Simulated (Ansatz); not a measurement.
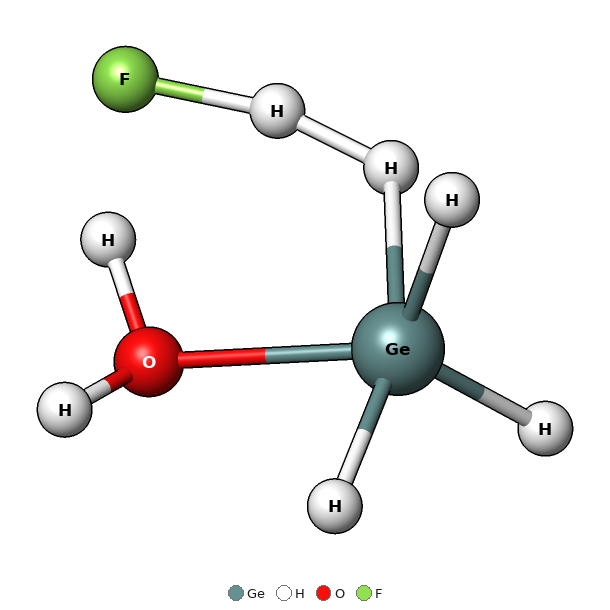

Sticks follow a distance rule. Harmonic vibrations computed with RKS PBE0-D4/def2-TZVP (Ansatz 0.2.0) at a stationary point of the same level.

Minimum or transition state?

A first-order saddle point: one imaginary frequency, 1011i cm⁻¹.

List the wavenumbers.

24 modes: 1011i, 117, 194, 302, 403, 455, 556, 737, 772, 797, 918, 944, 971, 1000, 1135, 1195, 1401, 1749, 1846, 2013, 2143, 2173, 2352, 3868 cm⁻¹.
